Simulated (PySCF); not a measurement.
Potential energy curve for SMILES CC. The C1–C5 bond (C1 also carries H, H, H; C5 carries H, H, H) is stretched with both fragments frozen at the PBE0/def2-TZVP optimised geometry.

```
8

C      0.0000     0.0000     0.0000
H      0.8810    -0.5086    -0.3988
H      0.0000     1.0172    -0.3988
H     -0.8810    -0.5086    -0.3988
C      0.0000     0.0000     1.5188
H      0.8811     0.5084     1.9176
H     -0.8808     0.5089     1.9176
H     -0.0003    -1.0172     1.9176
```

- RKS-TPSSh = restricted TPSSh/def2-TZVP run with PySCF
- UKS-TPSSh = unrestricted TPSSh/def2-TZVP (PySCF)
- RHF/def2-TZVP (PySCF)
- UHF/def2-TZVP (PySCF)

Energies are in kJ/mol, each relative to the lowest point of its own curve near equilibrium.

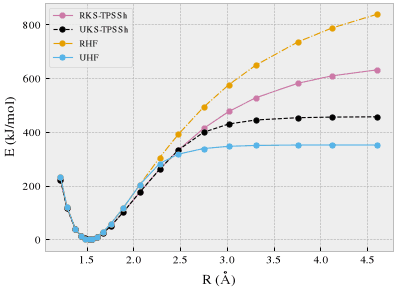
Fig. 1. Energy against bond length for each method.

```csv
R / Å,RKS-TPSSh,UKS-TPSSh,RHF,UHF
1.22,222.3,222.3,233.5,233.5
1.29,115.1,115.1,120.4,120.4
1.38,37.2,37.2,38.3,38.3
1.44,11.6,11.6,11.5,11.5
1.48,3.1,3.1,2.8,2.8
1.52,0.0,0.0,0.0,0.0
1.56,1.3,1.3,2.0,2.0
1.61,8.0,8.0,10.0,10.0
1.68,24.4,24.4,28.9,28.9
1.76,50.0,50.0,58.2,58.2
1.89,100.3,100.3,116.0,116.0
2.07,175.8,175.8,203.7,203.7
2.28,260.5,260.5,303.8,281.9
2.48,332.1,332.1,390.7,317.0
2.75,412.8,398.4,491.9,337.9
3.02,475.9,429.4,575.5,346.1
3.31,527.2,444.3,648.5,349.5
3.76,581.1,452.8,735.0,351.0
4.12,608.4,455.0,786.4,351.2
4.61,631.2,456.1,838.5,351.1
```

At the longest distance, 4.61 Å, RHF lies highest above its minimum (838.5 kJ/mol) and UHF lowest (351.1 kJ/mol).

The restricted form behind RKS-TPSSh, RHF keeps the bonding electrons paired and can't separate into open-shell fragments. The unrestricted determinant behind UKS-TPSSh is spin-contaminated at 2.75 to 4.61 Å (<S²> up to 1.0, against 0.00 for a pure singlet). The unrestricted determinant behind UHF is spin-contaminated at 2.28 to 4.61 Å (<S²> up to 1.0, against 0.00 for a pure singlet).
